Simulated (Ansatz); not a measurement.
**CH3FO3W (SMILES C[O][W](=[O])(=[O])[F]): density, localisation and related maps**

Input

```
crystal:
  periodic: [false, false, false]
  atoms:
    - {symbol: C, position_ang: [0.112470, -1.316589, 0.894926]}
    - {symbol: O, position_ang: [-0.452026, -0.125103, 0.395648]}
    - {symbol: W, position_ang: [-0.168220, 1.241476, -0.812141]}
    - {symbol: O, position_ang: [-1.041093, 0.918134, -2.238160]}
    - {symbol: O, position_ang: [1.482008, 1.269798, -1.224283]}
    - {symbol: F, position_ang: [-0.684197, 2.883837, -0.102480]}
    - {symbol: H, position_ang: [-0.171039, -1.416443, 1.943811]}
    - {symbol: H, position_ang: [-0.279144, -2.166252, 0.332095]}
    - {symbol: H, position_ang: [1.201240, -1.288858, 0.810583]}
basis:
  gaussian: {orbitals: def2-TZVPP}
hamiltonian: {xc: pbe0, dispersion: d4}
output: {orbitals: {seedname: orbitals}}
```

Command:

```sh
ansatz run in.yaml --threads 4 --pin off --events-out ev --progress --plain --max-ram 10444MiB
```

Geometry: PBE0-D4/def2-TZVP; core potentials replace the inner electrons of W.

All numbers below come from RKS PBE0-D4/def2-TZVPP (Ansatz 0.2.0).

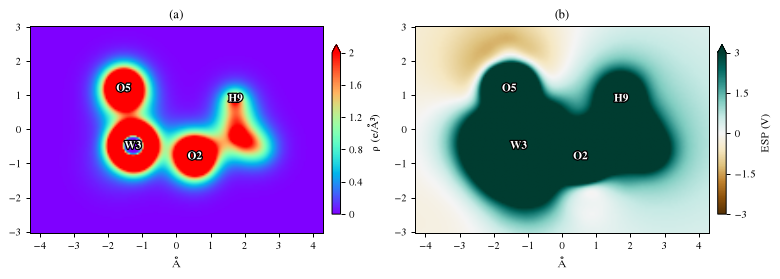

Figure 1. (a) electron density; (b) electrostatic potential on the plane of atoms O2, W3 and O5.

Question: Read the bonding off the picture.

Answer: The section cuts through O, W and H sites.
W–O (1.70 Å): the density is about 1.9 e/Å³ at the midpoint.
W–O (1.85 Å): ρ at the midpoint is about 1.2 e/Å³.
Outside the dense part of the molecule the potential is most negative (−1.4 V) near O5.

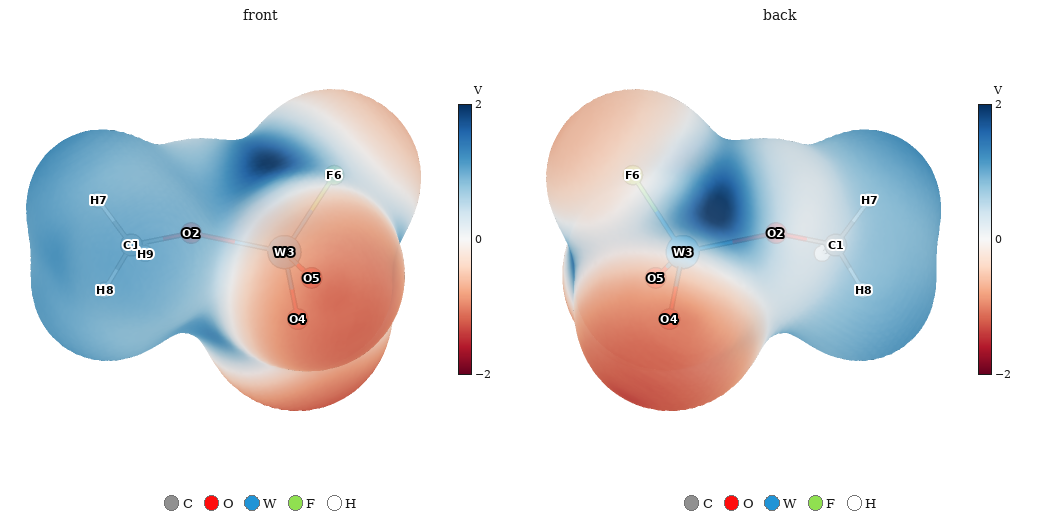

Figure 2. The electrostatic potential painted on the density surface at 0.001 e/bohr³, seen from the front and from behind; the colour scale runs from red (negative) to blue (positive).

Question: Which sites attract a positive test charge, and which a negative one?

Answer: A positive charge is drawn to the negative regions and a negative charge to the positive ones. The most negative region (about −1.3 V, or −30 kcal/mol for a unit charge) lies over O4, the most positive (about +1.9 V, or +44 kcal/mol for a unit charge) over W3. O4 is the likeliest acceptor of a hydrogen bond.

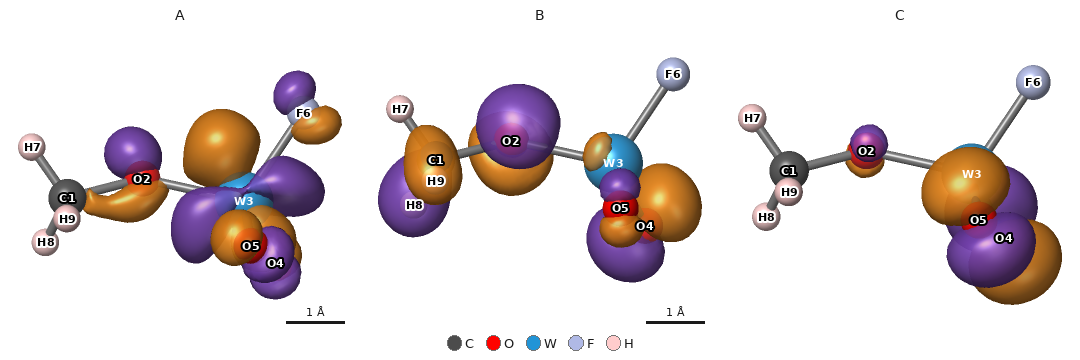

Figure 3. Three frontier orbitals at ±0.15 Å⁻³ᐟ² (orange and purple are the two phases), in no order.

Question: Which picture is the HOMO−1, the HOMO and the LUMO?

Answer: B is the HOMO−1 (−9.43 eV). It lies mainly on O2 (about 40 %), O4 (about 30 %), C1 (about 10 %), W3 (about 10 %) and H8 (about 5 %). C is the HOMO (−9.07 eV). By Hirshfeld shares it lies mainly on O4 (about 45 %) and O5 (about 40 %); largely a combination of lone pairs on O4 and O5. A is the LUMO (−1.76 eV). Its weight (Hirshfeld) is mainly on W3 (about 60 %), O2 (about 10 %), O5 (about 10 %), O4 (about 10 %) and F6 (about 5 %).

Question: What is the HOMO–LUMO gap?

Answer: 7.31 eV between the orbital energies.
